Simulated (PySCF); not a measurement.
SMILES CC(=O)[CH2][GeH3] (C3H8GeO) at its GFN2-xTB optimised geometry (Å):

```
13

C      2.2499     0.6149     0.0000
C      0.7454     0.6149     0.0000
O      0.0915     1.6304     0.0000
C      0.0621    -0.7182    -0.0077
Ge    -1.8790    -0.3310    -0.0533
H      2.6224     0.0247     0.8346
H      2.6115     0.1591    -0.9200
H      2.6288     1.6313     0.0708
H      0.3932    -1.3028    -0.8675
H      0.3488    -1.2852     0.8794
H     -2.6288    -1.6313    -0.0704
H     -2.3004     0.4213     1.1574
H     -2.2406     0.4203    -1.2841
```

Calculation: B3LYP/def2-TZVP (PySCF).

Map of the electron localisation function on the plane z = 1.0 Å:

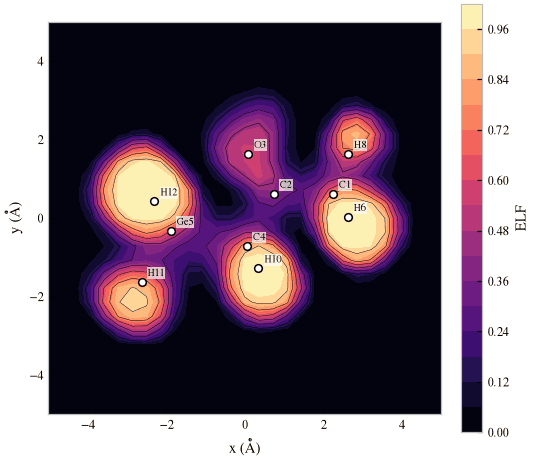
*Electron localisation function on the plane z = 1.0 Å.*
